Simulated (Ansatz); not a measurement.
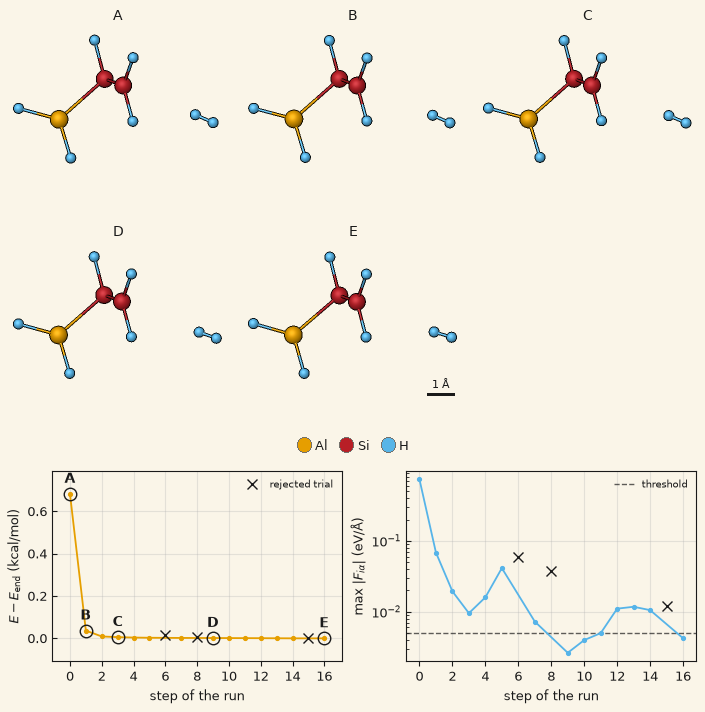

Frames of a relaxation of AlSi2H7, marked on the history of the run. Style: ball-and-stick. Shown face on.

It is one of the separated reactants of a reaction.

All numbers below come from RKS PBE0-D4/def2-TZVP (Ansatz 0.2.0).

Input
```yaml
crystal:
  periodic: [false, false, false]
  atoms:
    - {symbol: Al, position_ang: [-1.879940, 0.864604, -0.314073]}
    - {symbol: Si, position_ang: [0.501029, 0.834035, -0.712364]}
    - {symbol: Si, position_ang: [0.535335, -0.323489, 1.171751]}
    - {symbol: H, position_ang: [-2.652837, -0.537310, -0.281067]}
    - {symbol: H, position_ang: [-2.646005, 2.270560, -0.263648]}
    - {symbol: H, position_ang: [1.263012, 2.092915, -0.331484]}
    - {symbol: H, position_ang: [1.889027, -2.655256, -0.693950]}
    - {symbol: H, position_ang: [1.398034, -0.128675, 2.394079]}
    - {symbol: H, position_ang: [-0.226236, -1.614874, 1.299208]}
    - {symbol: H, position_ang: [2.124032, -3.383493, -0.605885]}
basis:
  gaussian: {orbitals: def2-TZVP}
hamiltonian: {xc: pbe0, dispersion: d4}
relax: {f_tol: 0.005, max_steps: 200}
```

Run as
```bash
ansatz run in.yaml --threads 2 --pin off --events-out ev --progress --plain --max-ram 4352MiB
```

### Describe the path.

The energy falls by 0.68 kcal/mol in 13 accepted moves (16 points after the start). The largest force component goes from 0.74 to 0.0042 eV/Å. The line search rejected the trial steps at points 6, 8, 15 of the run. The forces were under the threshold at step 9, but the run went on from there. The atom that moves furthest after the best rigid fit is H7 (0.17 Å). By element the largest moves are H 0.17 Å, Si 0.05 Å, Al 0.03 Å. Near-neighbour distances that change, for instance: Si2–Si3 2.212 → 2.186 Å, H7–H10 0.770 → 0.747 Å, Si2–H6 1.520 → 1.500 Å, Si3–H8 1.509 → 1.489 Å. The run took 48 s on 2 threads of Arm Neoverse V2 (shared host). From step 0 to 1: H7 moves most (0.09 Å), energy −0.65 kcal/mol. From step 1 to 3: H7 moves most (0.05 Å), energy −0.03 kcal/mol. From step 3 to 9: H7 moves most (0.04 Å), energy 0.00 kcal/mol. From step 9 to 16: H10 moves most (0.04 Å), energy 0.00 kcal/mol.

```json
{"step": "0", "E − E(0), kcal/mol": "0.00", "largest force component, eV/Å": "0.7359", "note": ""}
{"step": "1", "E − E(0), kcal/mol": "-0.65", "largest force component, eV/Å": "0.0684", "note": ""}
{"step": "2", "E − E(0), kcal/mol": "-0.67", "largest force component, eV/Å": "0.0194", "note": ""}
{"step": "3", "E − E(0), kcal/mol": "-0.68", "largest force component, eV/Å": "0.0095", "note": ""}
{"step": "4", "E − E(0), kcal/mol": "-0.68", "largest force component, eV/Å": "0.0160", "note": ""}
{"step": "5", "E − E(0), kcal/mol": "-0.68", "largest force component, eV/Å": "0.0413", "note": ""}
{"step": "6", "E − E(0), kcal/mol": "-0.67", "largest force component, eV/Å": "0.0590", "note": "rejected"}
{"step": "7", "E − E(0), kcal/mol": "-0.68", "largest force component, eV/Å": "0.0073", "note": ""}
{"step": "8", "E − E(0), kcal/mol": "-0.67", "largest force component, eV/Å": "0.0374", "note": "rejected"}
{"step": "9", "E − E(0), kcal/mol": "-0.68", "largest force component, eV/Å": "0.0026", "note": ""}
{"step": "10", "E − E(0), kcal/mol": "-0.68", "largest force component, eV/Å": "0.0040", "note": ""}
{"step": "11", "E − E(0), kcal/mol": "-0.68", "largest force component, eV/Å": "0.0050", "note": ""}
{"step": "12", "E − E(0), kcal/mol": "-0.68", "largest force component, eV/Å": "0.0111", "note": ""}
{"step": "13", "E − E(0), kcal/mol": "-0.68", "largest force component, eV/Å": "0.0118", "note": ""}
{"step": "14", "E − E(0), kcal/mol": "-0.68", "largest force component, eV/Å": "0.0105", "note": ""}
{"step": "15", "E − E(0), kcal/mol": "-0.68", "largest force component, eV/Å": "0.0122", "note": "rejected"}
{"step": "16", "E − E(0), kcal/mol": "-0.68", "largest force component, eV/Å": "0.0042", "note": ""}
```

Limits of the set-up: the start holds two separate molecules, 3.1 Å apart at their closest, whose relative position is a soft coordinate.
